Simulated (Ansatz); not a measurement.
# Run report: W₁₆F, nudged elastic band (part 3 of 3)

W₁₆F (slab, 17 atoms in the cell); DFT PBEsol, scalar-relativistic, plane waves, PAW, no spin polarisation (Ansatz 0.2.0); cutoff 420 eV, 3×4×1 k-mesh, Gaussian smearing of 0.1 eV. The input holds or restrains some coordinates. It belongs to a series of runs on one base structure; here: band between the two ends.

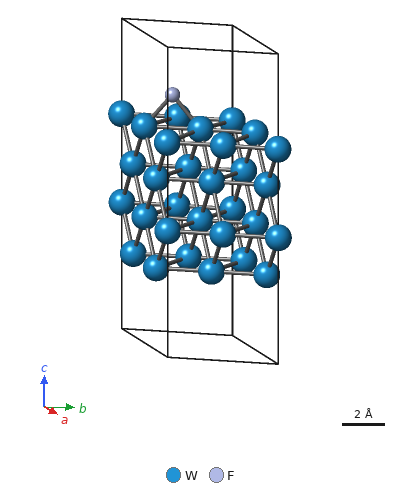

**Figure 1.** The starting structure (ball-and-stick view of the cell of the calculation, with the vacuum cut short, seen slightly off an axis). An atom can appear more than once, as a periodic image.

**Output, continued**
```
--- NEB band (9 images, 8 band iterations, 694 SCF iterations) ---
  forward barrier  = 0.145495 eV
  backward barrier = 0.145495 eV
  lagrangian_above_aufbau_ev (what the smearing adds, to first order; not taken off the barriers): saddle image -0.019492 eV, end points -0.022713 and -0.022713 eV
  climbing image's point = a first-order saddle point (lowest curvatures found: -1.42 and 0.31 eV/Å²)
  energies are F+E_penalty+E_count in eV, relative to image 0
  image     s (Å)  Δ vs image 0  max|band force component| (eV/Å)
      0    0.0000      0.000000                                 —
      1    0.4108      0.100276                          6.070e-3
      2    0.8214      0.128311                          9.482e-3
      3    1.2319      0.033580                          5.610e-3
      4    1.6422      0.006368                          7.318e-3
      5    2.0524      0.070470                          1.220e-2
  *   6    2.4625      0.145495                          2.258e-2
      7    2.8027      0.064504                          1.575e-2
      8    3.1429      0.000000                                 —
  saddle-point geometry (image 6):
  cell:  # Å, volume = 528.2495 Å³
    - [6.32, 0.0, 0.0]
    - [3.16, 4.468915, 0.0]
    - [0.0, 0.0, 18.703372]
  atoms:
    - { symbol: W, position: [-0.24999999999999997, 0.49999999999999994, 0.053466299999999994] }
    - { symbol: W, position: [0.24999999999999997, 0.49999999999999994, 0.053466299999999994] }
    - { symbol: W, position: [-0.24999999999999997, 0.9999999999999999, 0.053466299999999994] }
    - { symbol: W, position: [0.25000000000000006, 0.9999999999999999, 0.053466299999999994] }
    - { symbol: W, position: [0.00013599408016423906, -0.00037034089711361645, 0.16915216505447836] }
    - { symbol: W, position: [0.5001150153908153, -0.0002791107367388556, 0.1692223248838173] }
    - { symbol: W, position: [5.6058959105986794e-5, 0.5009232460050987, 0.16989753506878252] }
    - { symbol: W, position: [0.5005583566414348, 0.49989073334412765, 0.16920227849896052] }
    - { symbol: W, position: [-0.24991887773673954, 0.49942808198339705, 0.28877834119532536] }
    - { symbol: W, position: [0.2508518137426043, 0.49871826458556245, 0.2886840953227984] }
    - { symbol: W, position: [-0.252951665278497, 1.0058558165267, 0.2892620654977231] }
    - { symbol: W, position: [0.25289309896399176, 0.9952700926285273, 0.28921423053231493] }
    - { symbol: W, position: [-0.0024004884331899562, 0.007906114724783052, 0.40231079283575233] }
    - { symbol: W, position: [0.4972273051038462, 0.0076830841229932065, 0.4039408584855282] }
    - { symbol: W, position: [0.0023087307709707128, 0.5016501892271278, 0.40255167446475004] }
    - { symbol: W, position: [0.5061173903382565, 0.49344600248079107, 0.4112699250766776] }
    - { symbol: F, position: [0.4629306003250569, 0.6725873321296351, 0.504960019124868] }
```

**The last band as extended XYZ (Å, eV, eV/Å)**
```
17
Lattice="6.3200 0.0000 0.0000 3.1600 4.4689 0.0000 0.0000 0.0000 18.7034" Properties=species:S:1:pos:R:3:forces:R:3 image=0 energy=-164894.14164
W     0.0000    2.2345    1.0000    0.0352  -0.0621  -0.0073
W     3.1600    2.2345    1.0000    0.1034  -0.0353   0.0065
W     1.5800    4.4689    1.0000   -0.0953   0.0393   0.0081
W     4.7400    4.4689    1.0000   -0.0276   0.0683  -0.0067
W     0.0039    0.0049    3.1689   -0.0077   0.0119  -0.0028
W     3.1649   -0.0009    3.1667   -0.0092  -0.0064  -0.0041
W     1.5789    2.2305    3.1689    0.0129  -0.0019  -0.0015
W     4.7384    2.2376    3.1664    0.0101  -0.0020   0.0029
W     0.0009    2.2535    5.4080   -0.0113   0.0054  -0.0065
W     3.1637    2.2255    5.4042   -0.0049  -0.0083   0.0000
W     1.5824    4.4818    5.4036   -0.0005   0.0004   0.0108
W     4.7456    4.4531    5.4080   -0.0001  -0.0063  -0.0053
W     0.0296   -0.0263    7.5247   -0.0054  -0.0047  -0.0048
W     3.1822   -0.0295    7.6193    0.0014   0.0028   0.0081
W     1.5575    2.2658    7.5251    0.0005   0.0022  -0.0087
W     4.7247    2.2674    7.6192   -0.0021   0.0013   0.0086
F     3.9502    1.1216    9.2353    0.0005  -0.0046   0.0027
17
Lattice="6.3200 0.0000 0.0000 3.1600 4.4689 0.0000 0.0000 0.0000 18.7034" Properties=species:S:1:pos:R:3:forces:R:3 image=1 energy=-164894.04137
W     0.0000    2.2345    1.0000    0.0176  -0.0473   0.0063
W     3.1600    2.2345    1.0000    0.1024  -0.0290   0.0252
W     1.5800    4.4689    1.0000   -0.0732   0.0416   0.0090
W     4.7400    4.4689    1.0000   -0.0324   0.0864   0.0413
W     0.0044    0.0061    3.1688    0.0064   0.0072   0.0073
W     3.1643    0.0028    3.1683    0.0065   0.0034   0.0054
W     1.5807    2.2336    3.1748    0.0051   0.0053  -0.0039
W     4.7401    2.2383    3.1673    0.0045   0.0050   0.0033
W     0.0031    2.2539    5.4094    0.0049   0.0218   0.0163
W     3.1680    2.2384    5.4070    0.0104   0.0034   0.0097
W     1.5833    4.4926    5.4112    0.0092   0.0052   0.0020
W     4.7469    4.4550    5.4128    0.0073   0.0200   0.0026
W     0.0105   -0.0309    7.5303    0.0277   0.0044   0.0098
W     3.1838   -0.0076    7.5960    0.0428   0.0374   0.0602
W     1.5674    2.2417    7.5319    0.0087   0.0196   0.0026
W     4.7360    2.2959    7.6603    0.0189   0.0570  -0.0535
F     4.2926    1.3080    9.3424   -0.1667  -0.2413  -0.1438
17
Lattice="6.3200 0.0000 0.0000 3.1600 4.4689 0.0000 0.0000 0.0000 18.7034" Properties=species:S:1:pos:R:3:forces:R:3 image=2 energy=-164894.01333
W     0.0000    2.2345    1.0000   -0.0245  -0.0360  -0.0747
W     3.1600    2.2345    1.0000    0.0609  -0.0734  -0.0760
W     1.5800    4.4689    1.0000   -0.0243  -0.0270   0.0403
W     4.7400    4.4689    1.0000   -0.0368   0.0890   0.0623
W    -0.0022   -0.0024    3.1598   -0.0020  -0.0036  -0.0040
W     3.1578   -0.0018    3.1621   -0.0021  -0.0016  -0.0024
W     1.5748    2.2275    3.1786   -0.0026  -0.0029   0.0007
W     4.7351    2.2314    3.1625   -0.0020  -0.0051  -0.0025
W    -0.0038    2.2289    5.3925   -0.0039  -0.0097  -0.0067
W     3.1551    2.2321    5.3961   -0.0060  -0.0028  -0.0040
W     1.5720    4.4865    5.4079   -0.0058  -0.0012  -0.0006
W     4.7354    4.4315    5.4068   -0.0068  -0.0099  -0.0046
W    -0.0166   -0.0401    7.5193   -0.0052  -0.0099  -0.0048
W     3.1379   -0.0497    7.5325   -0.0167  -0.0169  -0.0247
W     1.5558    2.2174    7.5265   -0.0019  -0.0121  -0.0036
W     4.7142    2.2346    7.7189   -0.0084  -0.0163   0.0297
F     4.4890    1.5916    9.5148    0.0883   0.1396   0.0755
17
Lattice="6.3200 0.0000 0.0000 3.1600 4.4689 0.0000 0.0000 0.0000 18.7034" Properties=species:S:1:pos:R:3:forces:R:3 image=3 energy=-164894.10807
W     0.0000    2.2345    1.0000   -0.0459  -0.0158  -0.1051
W     3.1600    2.2345    1.0000    0.0218  -0.0711  -0.1105
W     1.5800    4.4689    1.0000    0.0019  -0.1101   0.0769
W     4.7400    4.4689    1.0000   -0.0378   0.0834   0.0837
W    -0.0060   -0.0078    3.1536    0.0001  -0.0020  -0.0030
W     3.1543   -0.0071    3.1574   -0.0004  -0.0015  -0.0021
W     1.5734    2.2252    3.1793   -0.0004  -0.0013  -0.0007
W     4.7334    2.2265    3.1593    0.0000  -0.0039  -0.0019
W    -0.0053    2.2133    5.3849   -0.0027  -0.0065  -0.0032
W     3.1456    2.2243    5.3880   -0.0045  -0.0032  -0.0015
W     1.5673    4.4860    5.4049   -0.0044   0.0001   0.0021
W     4.7303    4.4155    5.4025   -0.0051  -0.0070  -0.0029
W    -0.0161   -0.0361    7.5112    0.0031  -0.0026  -0.0026
W     3.1334   -0.0463    7.5059    0.0017   0.0012  -0.0126
W     1.5588    2.2078    7.5221    0.0048  -0.0059  -0.0014
W     4.7166    2.2003    7.7818   -0.0004  -0.0098   0.0264
F     4.6378    1.9417    9.6440    0.0683   0.1559   0.0582
17
Lattice="6.3200 0.0000 0.0000 3.1600 4.4689 0.0000 0.0000 0.0000 18.7034" Properties=species:S:1:pos:R:3:forces:R:3 image=4 energy=-164894.13528
W     0.0000    2.2345    1.0000   -0.0283   0.0466  -0.1012
W     3.1600    2.2345    1.0000    0.0382  -0.0107  -0.0997
W     1.5800    4.4689    1.0000    0.0277  -0.0926   0.0988
W     4.7400    4.4689    1.0000   -0.0164   0.1175   0.0953
W     0.0019    0.0043    3.1532    0.0007  -0.0004   0.0001
W     3.1619    0.0041    3.1573    0.0007  -0.0006  -0.0012
W     1.5821    2.2391    3.1802    0.0010  -0.0013   0.0007
W     4.7420    2.2389    3.1594    0.0013  -0.0013   0.0006
W     0.0088    2.2366    5.3872   -0.0020   0.0017  -0.0003
W     3.1584    2.2491    5.3866   -0.0021   0.0016  -0.0006
W     1.5824    4.5154    5.4047   -0.0027  -0.0034  -0.0009
W     4.7454    4.4406    5.4054   -0.0024  -0.0039   0.0006
W     0.0042    0.0146    7.5120    0.0018  -0.0015   0.0003
W     3.1675    0.0163    7.5044    0.0002   0.0026  -0.0006
W     1.5858    2.2472    7.5230    0.0005  -0.0067   0.0006
W     4.7466    2.2506    7.8036   -0.0033  -0.0085   0.0099
F     4.7616    2.3066    9.6786   -0.0147  -0.0393  -0.0023
17
Lattice="6.3200 0.0000 0.0000 3.1600 4.4689 0.0000 0.0000 0.0000 18.7034" Properties=species:S:1:pos:R:3:forces:R:3 image=5 energy=-164894.07117
W     0.0000    2.2345    1.0000   -0.0326   0.0741  -0.1063
W     3.1600    2.2345    1.0000    0.0399   0.0224  -0.1012
W     1.5800    4.4689    1.0000    0.0362  -0.0871   0.0739
W     4.7400    4.4689    1.0000    0.0038   0.0813   0.0643
W     0.0048    0.0057    3.1554    0.0001   0.0084  -0.0079
W     3.1645    0.0047    3.1586    0.0027   0.0089  -0.0042
W     1.5863    2.2434    3.1791    0.0001  -0.0038  -0.0057
W     4.7461    2.2409    3.1602   -0.0001   0.0012  -0.0047
W     0.0112    2.2414    5.3898    0.0059   0.0115   0.0037
W     3.1643    2.2499    5.3858    0.0107   0.0226   0.0004
W     1.5881    4.5175    5.4033    0.0057   0.0066  -0.0108
W     4.7513    4.4523    5.4054    0.0047  -0.0039   0.0058
W     0.0158    0.0392    7.5126    0.0110   0.0145  -0.0032
W     3.1883    0.0519    7.5123    0.0047   0.0213  -0.0302
W     1.6029    2.2596    7.5231   -0.0007  -0.0001  -0.0055
W     4.7655    2.2617    7.7578    0.0054   0.0225   0.0351
F     4.8964    2.6780    9.5994   -0.0976  -0.2005   0.0966
17
Lattice="6.3200 0.0000 0.0000 3.1600 4.4689 0.0000 0.0000 0.0000 18.7034" Properties=species:S:1:pos:R:3:forces:R:3 image=6 energy=-164893.99615
W     0.0000    2.2345    1.0000   -0.0828   0.0572  -0.0349
W     3.1600    2.2345    1.0000    0.0090   0.0430  -0.0402
W     1.5800    4.4689    1.0000    0.0367  -0.0912   0.0541
W     4.7400    4.4689    1.0000    0.0445  -0.0122   0.0207
W    -0.0003   -0.0017    3.1637   -0.0019   0.0015   0.0017
W     3.1598   -0.0012    3.1650   -0.0014   0.0015   0.0013
W     1.5833    2.2386    3.1777   -0.0015  -0.0019  -0.0027
W     4.7432    2.2340    3.1647   -0.0012   0.0018  -0.0014
W    -0.0013    2.2319    5.4011    0.0018   0.0000   0.0024
W     3.1613    2.2287    5.3994    0.0028   0.0021   0.0033
W     1.5798    4.4951    5.4102    0.0013  -0.0045  -0.0075
W     4.7433    4.4478    5.4093    0.0025  -0.0034   0.0008
W     0.0098    0.0353    7.5246   -0.0061   0.0164   0.0085
W     3.1668    0.0343    7.5551    0.0011   0.0053  -0.0011
W     1.5998    2.2418    7.5291   -0.0043   0.0052  -0.0022
W     4.7580    2.2052    7.6921    0.0046  -0.0231  -0.0038
F     5.0511    3.0057    9.4445   -0.0051   0.0023   0.0009
17
Lattice="6.3200 0.0000 0.0000 3.1600 4.4689 0.0000 0.0000 0.0000 18.7034" Properties=species:S:1:pos:R:3:forces:R:3 image=7 energy=-164894.07714
W     0.0000    2.2345    1.0000   -0.1029   0.0163   0.0403
W     3.1600    2.2345    1.0000   -0.0268   0.0426   0.0214
W     1.5800    4.4689    1.0000    0.0265  -0.0848   0.0337
W     4.7400    4.4689    1.0000    0.0799  -0.0524   0.0081
W    -0.0060   -0.0082    3.1699   -0.0100  -0.0069   0.0149
W     3.1540   -0.0041    3.1690   -0.0108   0.0026   0.0032
W     1.5776    2.2337    3.1737   -0.0057  -0.0047  -0.0111
W     4.7383    2.2290    3.1682   -0.0049  -0.0032   0.0006
W    -0.0102    2.2308    5.4083   -0.0084  -0.0074   0.0101
W     3.1553    2.2097    5.4119   -0.0124  -0.0209   0.0196
W     1.5707    4.4783    5.4129   -0.0065  -0.0168   0.0017
W     4.7333    4.4449    5.4118    0.0044  -0.0080  -0.0046
W    -0.0200    0.0293    7.5314   -0.0486  -0.0029   0.0117
W     3.1255    0.0001    7.6098   -0.0599  -0.0400   0.0582
W     1.5889    2.2212    7.5326   -0.0062  -0.0278  -0.0010
W     4.7378    2.1654    7.6481   -0.0129  -0.0373  -0.0510
F     5.2335    3.2281    9.3020    0.2054   0.2517  -0.1557
17
Lattice="6.3200 0.0000 0.0000 3.1600 4.4689 0.0000 0.0000 0.0000 18.7034" Properties=species:S:1:pos:R:3:forces:R:3 image=8 energy=-164894.14164
W     0.0000    2.2345    1.0000   -0.0953   0.0393   0.0081
W     3.1600    2.2345    1.0000   -0.0276   0.0683  -0.0067
W     1.5800    4.4689    1.0000    0.0352  -0.0621  -0.0073
W     4.7400    4.4689    1.0000    0.1034  -0.0353   0.0065
W    -0.0011   -0.0039    3.1689    0.0129  -0.0019  -0.0015
W     3.1584    0.0031    3.1664    0.0101  -0.0020   0.0029
W     1.5839    2.2394    3.1689   -0.0077   0.0119  -0.0028
W     4.7449    2.2336    3.1667   -0.0092  -0.0064  -0.0041
W     0.0024    2.2473    5.4036   -0.0005   0.0004   0.0108
W     3.1656    2.2187    5.4080   -0.0001  -0.0063  -0.0053
W     1.5809    4.4879    5.4080   -0.0113   0.0054  -0.0065
W     4.7437    4.4599    5.4042   -0.0049  -0.0083   0.0000
W    -0.0225    0.0314    7.5251    0.0005   0.0022  -0.0087
W     3.1447    0.0329    7.6192   -0.0021   0.0013   0.0086
W     1.6096    2.2082    7.5247   -0.0054  -0.0047  -0.0048
W     4.7622    2.2049    7.6193    0.0014   0.0028   0.0081
F     5.5302    3.3561    9.2353    0.0005  -0.0046   0.0027
```

This output came from the following input.

**Input**
```yaml
crystal:
  lattice:
    - [6.32, 0.0, 0.0]
    - [3.16, 4.468915, 0.0]
    - [0.0, 0.0, 18.703372]
  atoms:
    - { symbol: W, position: [-0.25, 0.5, 0.0534663] }
    - { symbol: W, position: [0.25, 0.5, 0.0534663] }
    - { symbol: W, position: [-0.25, 1.0, 0.0534663] }
    - { symbol: W, position: [0.25, 1.0, 0.0534663] }
    - { symbol: W, position: [7.167e-05, 0.00110122, 0.16942968] }
    - { symbol: W, position: [0.50087277, -0.00020277, 0.16931264] }
    - { symbol: W, position: [0.0002637, 0.49912391, 0.16943119] }
    - { symbol: W, position: [0.49939516, 0.50069636, 0.1692958] }
    - { symbol: W, position: [-0.25198103, 0.50425588, 0.28914529] }
    - { symbol: W, position: [0.25159055, 0.49799018, 0.28894283] }
    - { symbol: W, position: [-0.25106354, 1.00287943, 0.28891308] }
    - { symbol: W, position: [0.25265687, 0.99647209, 0.28914574] }
    - { symbol: W, position: [0.00763011, -0.00588489, 0.40232036] }
    - { symbol: W, position: [0.50681489, -0.00660914, 0.40737446] }
    - { symbol: W, position: [-0.00706619, 0.50702294, 0.40233726] }
    - { symbol: W, position: [0.4938897, 0.50736715, 0.40736914] }
    - { symbol: F, position: [0.49954535, 0.25098232, 0.49377925] }
basis:
  ecutwfc: 420.0
kpoints:
  mp_grid: { grid: [3, 4, 1] }
hamiltonian:
  xc: pbesol
scf:
  occupations: { method: gaussian, width: 0.1 }
  lower_state_search: "off"
neb:
  images: 7
  f_tol: 0.05
  initial_path: linear
  max_iterations: 42
  constraints: [{ sites: [0, 1, 2, 3] }]
  final_atoms:
    - { symbol: W, position: [-0.25, 0.5, 0.0534663] }
    - { symbol: W, position: [0.25, 0.5, 0.0534663] }
    - { symbol: W, position: [-0.25, 1.0, 0.0534663] }
    - { symbol: W, position: [0.25, 1.0, 0.0534663] }
    - { symbol: W, position: [0.00026371, -0.00087611, 0.16943119] }
    - { symbol: W, position: [0.49939517, 0.00069634, 0.1692958] }
    - { symbol: W, position: [7.168e-05, 0.5011012, 0.16942968] }
    - { symbol: W, position: [0.50087278, 0.49979721, 0.16931264] }
    - { symbol: W, position: [-0.25106353, 0.50287941, 0.28891308] }
    - { symbol: W, position: [0.25265688, 0.49647207, 0.28914574] }
    - { symbol: W, position: [-0.25198102, 1.00425586, 0.28914529] }
    - { symbol: W, position: [0.25159056, 0.99799016, 0.28894283] }
    - { symbol: W, position: [-0.00706618, 0.00702292, 0.40233726] }
    - { symbol: W, position: [0.49388971, 0.00736713, 0.40736914] }
    - { symbol: W, position: [0.00763012, 0.49411509, 0.40232036] }
    - { symbol: W, position: [0.5068149, 0.49339084, 0.40737446] }
    - { symbol: F, position: [0.49954536, 0.7509823, 0.49377925] }
  order_check: true
```

Launch command:
```bash
ansatz run input.yaml --threads 4 --pin off --max-ram 10240MiB --backend cpu --events-out ev --progress --plain --runs-dir out
```

**Key numbers**

```json
{"quantity": "outcome", "value": "converged under the restraints of the input"}
{"quantity": "barrier, forward", "value": "0.145 eV"}
{"quantity": "barrier, backward", "value": "0.145 eV"}
{"quantity": "electrons treated", "value": "231"}
{"quantity": "hardware", "value": "4 threads of AMD EPYC (Zen 3), 16 GiB of memory available, shared host"}
{"quantity": "wall time", "value": "19 min (CPU time 67 min)"}
{"quantity": "peak memory", "value": "4.7 GiB"}
```

**Notes**

Spin–orbit coupling is left out, which matters for W. The cell holds an odd number of electrons but the run has no spin polarisation, so a band is left half filled.
